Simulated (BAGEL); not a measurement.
**C3H4FN (SMILES [H]/N=C(\F)C=C) at HF/def2-SVP (density fitting with qzvpp-jkfit)**

Aim: the vertical ionisation energy of C3H4FN at HF/def2-SVP (density fitting with qzvpp-jkfit), from 2 runs. 

The calculation is run with BAGEL 1.2.2.

## 1. The system as given

C3H4FN: 9 atoms, total charge 0, spin state singlet. As SMILES, `[H]/N=C(\F)C=C`. Geometry: relaxed at PBE0-D4/def2-TZVP. This is one conformer, not always the lowest.

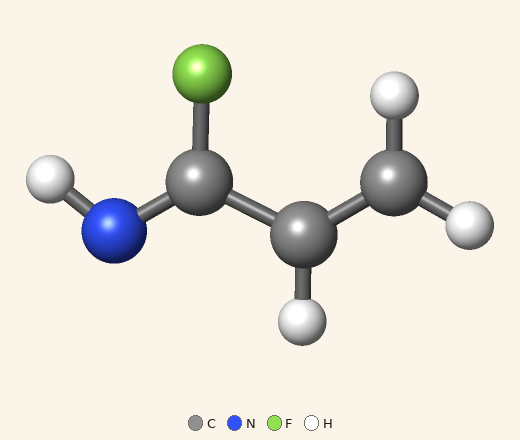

The structure, seen from a chosen angle (carbon grey, nitrogen blue, fluorine green, hydrogen white).

## 2. The energy at HF/def2-SVP (density fitting with qzvpp-jkfit)

Contents of input.json:

```json
{ "bagel": [

{
  "title": "molecule",
  "basis": "svp",
  "df_basis": "qzvpp-jkfit",
  "angstrom": true,
  "geometry": [
    { "atom": "C", "xyz": [      -0.024500,       0.153200,      -1.566100 ] },
    { "atom": "C", "xyz": [       0.150100,      -0.509500,      -0.429000 ] },
    { "atom": "C", "xyz": [      -0.020000,       0.085300,       0.889900 ] },
    { "atom": "N", "xyz": [       0.143400,      -0.534100,       1.965100 ] },
    { "atom": "F", "xyz": [      -0.376000,       1.387900,       0.854800 ] },
    { "atom": "H", "xyz": [       0.114700,      -0.336200,      -2.522000 ] },
    { "atom": "H", "xyz": [      -0.310000,       1.198000,      -1.573300 ] },
    { "atom": "H", "xyz": [       0.435500,      -1.554200,      -0.408600 ] },
    { "atom": "H", "xyz": [      -0.024500,       0.063400,       2.772000 ] }
  ]
},

{ "title": "hf" },

{ "title": "print", "file": "orbitals.molden", "orbitals": true }

]}
```

On the command line:

```
$ BAGEL_NUM_THREADS=1 BAGEL input.json > input.out
```

The program printed:

```text
* using 1 threads per process

  ===============================================================
  ===============================================================

  *** Geometry ***

  { "atom" : "C", "xyz" : [     -0.046298,      0.289506,     -2.959500 ] },
  { "atom" : "C", "xyz" : [      0.283648,     -0.962815,     -0.810693 ] },
  { "atom" : "C", "xyz" : [     -0.037795,      0.161194,      1.681667 ] },
  { "atom" : "N", "xyz" : [      0.270987,     -1.009303,      3.713501 ] },
  { "atom" : "F", "xyz" : [     -0.710537,      2.622751,      1.615338 ] },
  { "atom" : "H", "xyz" : [      0.216752,     -0.635326,     -4.765889 ] },
  { "atom" : "H", "xyz" : [     -0.585815,      2.263892,     -2.973106 ] },
  { "atom" : "H", "xyz" : [      0.822976,     -2.937012,     -0.772142 ] },
  { "atom" : "H", "xyz" : [     -0.046298,      0.119809,      5.238321 ] },

  Number of auxiliary basis functions:      451

  Since a DF basis is specified, we compute 2- and 3-index integrals:
    o Being stored without compression. Storage requirement is 0.029 GB

  Number of basis functions:       90
  Number of electrons      :       38

    * METHOD: MOLECULE                             0.17

  *** RHF ***

  === Nuclear Repulsion ===
   161.5620718595

      * DIIS with orbital gradients will be used.

  === RHF iteration (svp) ===
      0       -269.38598621          0.01691386           0.05
      1       -269.53287873          0.00976235           0.05
      2       -269.57966076          0.00181414           0.05
      3       -269.58216853          0.00067832           0.05
      4       -269.58249482          0.00017736           0.05
      5       -269.58254919          0.00009699           0.05
      6       -269.58256040          0.00004144           0.05
      7       -269.58256346          0.00001169           0.05
      8       -269.58256358          0.00000472           0.05
      9       -269.58256360          0.00000210           0.05
     10       -269.58256361          0.00000078           0.05
     11       -269.58256361          0.00000024           0.05
     12       -269.58256361          0.00000013           0.05
     13       -269.58256361          0.00000005           0.05
     14       -269.58256361          0.00000002           0.05
     15       -269.58256361          0.00000001           0.05
    * SCF iteration converged.

    * Permanent dipole moment:
           (    0.044423,    -0.173880,     0.552535) a.u.

    * METHOD: HF                                   0.90

    * METHOD: PRINT                                0.01

  ===============================================================
```

It took 1.3 s on 1 thread of Arm Neoverse V2, shared host; peak memory 0.12 GiB.

## 3. The doublet cation, same level

Contents of job.json:

```json
{ "bagel": [

{
  "title": "molecule",
  "basis": "svp",
  "df_basis": "qzvpp-jkfit",
  "angstrom": true,
  "geometry": [
    { "atom": "C", "xyz": [   -0.024500,    0.153200,   -1.566100 ] },
    { "atom": "C", "xyz": [    0.150100,   -0.509500,   -0.429000 ] },
    { "atom": "C", "xyz": [   -0.020000,    0.085300,    0.889900 ] },
    { "atom": "N", "xyz": [    0.143400,   -0.534100,    1.965100 ] },
    { "atom": "F", "xyz": [   -0.376000,    1.387900,    0.854800 ] },
    { "atom": "H", "xyz": [    0.114700,   -0.336200,   -2.522000 ] },
    { "atom": "H", "xyz": [   -0.310000,    1.198000,   -1.573300 ] },
    { "atom": "H", "xyz": [    0.435500,   -1.554200,   -0.408600 ] },
    { "atom": "H", "xyz": [   -0.024500,    0.063400,    2.772000 ] }
  ]
},
{
  "title": "uhf",
  "charge": 1,
  "nopen": 1
},
{
  "title": "print",
  "file": "orbitals.molden",
  "orbitals": true
}

]}
```

On the command line:

```
$ BAGEL_NUM_THREADS=1 BAGEL job.json > job.out
```

The program printed:

```text
* using 1 threads per process

  ===============================================================
  ===============================================================

  *** Geometry ***

  { "atom" : "C", "xyz" : [     -0.046298,      0.289506,     -2.959500 ] },
  { "atom" : "C", "xyz" : [      0.283648,     -0.962815,     -0.810693 ] },
  { "atom" : "C", "xyz" : [     -0.037795,      0.161194,      1.681667 ] },
  { "atom" : "N", "xyz" : [      0.270987,     -1.009303,      3.713501 ] },
  { "atom" : "F", "xyz" : [     -0.710537,      2.622751,      1.615338 ] },
  { "atom" : "H", "xyz" : [      0.216752,     -0.635326,     -4.765889 ] },
  { "atom" : "H", "xyz" : [     -0.585815,      2.263892,     -2.973106 ] },
  { "atom" : "H", "xyz" : [      0.822976,     -2.937012,     -0.772142 ] },
  { "atom" : "H", "xyz" : [     -0.046298,      0.119809,      5.238321 ] },

  Number of auxiliary basis functions:      451

  Since a DF basis is specified, we compute 2- and 3-index integrals:
    o Being stored without compression. Storage requirement is 0.029 GB

  Number of basis functions:       90
  Number of electrons      :       38

    * METHOD: MOLECULE                             0.17

  *** Open-shell HF ***

  === Nuclear Repulsion ===
   161.5620718595

      * DIIS with orbital gradients will be used.

  === UHF iteration (svp) ===
      0       -269.05108340          0.03237435           0.10
      1       -269.18646105          0.02038946           0.10
      2       -269.22241267          0.01301326           0.10
      3       -269.24567773          0.00130624           0.10
      4       -269.24812630          0.00057031           0.10
      5       -269.24895731          0.00032972           0.10
      6       -269.24993805          0.00027070           0.10
      7       -269.25041086          0.00023918           0.10
      8       -269.25108469          0.00017191           0.09
      9       -269.25130612          0.00007034           0.10
     10       -269.25131420          0.00005530           0.10
     11       -269.25131545          0.00003741           0.09
     12       -269.25131790          0.00001619           0.09
     13       -269.25131887          0.00000832           0.10
     14       -269.25131891          0.00000502           0.10
     15       -269.25131898          0.00000287           0.10
     16       -269.25131900          0.00000150           0.10
     17       -269.25131900          0.00000091           0.10
     18       -269.25131900          0.00000065           0.10
     19       -269.25131900          0.00000043           0.10
     20       -269.25131901          0.00000033           0.10
     21       -269.25131901          0.00000020           0.10
     22       -269.25131901          0.00000012           0.09
     23       -269.25131901          0.00000009           0.09
     24       -269.25131901          0.00000006           0.09
     25       -269.25131901          0.00000004           0.09
     26       -269.25131901          0.00000003           0.10
     27       -269.25131901          0.00000002           0.10
     28       -269.25131901          0.00000001           0.10
    * SCF iteration converged.

    * S^2 (UHF) is 0.9534

    * Permanent dipole moment:
           (   -0.142314,     0.488224,     1.544561) a.u.

    * METHOD: UHF                                  2.96

    * METHOD: PRINT                                0.01

  ===============================================================
```

Wall time 3.3 s (1 thread of Arm Neoverse V2, shared host); peak memory 0.12 GiB.

## 4. Results

Level: HF/def2-SVP (density fitting with qzvpp-jkfit).

```
                                          quantity          value
                      singlet C3H4FN: total energy  -269.58256 Eh
                     singlet C3H4FN: dipole moment         1.48 D
                       singlet C3H4FN: HOMO energy      -10.43 eV
                       singlet C3H4FN: LUMO energy        2.66 eV
                     singlet C3H4FN: HOMO–LUMO gap       13.08 eV
                      doublet cation: total energy  -269.25132 Eh
                              doublet cation: ⟨S²⟩          0.953
vertical ionisation energy (to the doublet cation)       9.014 eV
```

**Reading.** Removing an electron at fixed nuclei costs 9.01 eV (870 kJ/mol). −ε(HOMO) before ionisation, 10.43 eV, is 1.41 eV above this ionisation energy. ⟨S²⟩ (doublet cation) is 0.95 where a pure doublet has 0.75: the reference is spin-contaminated.
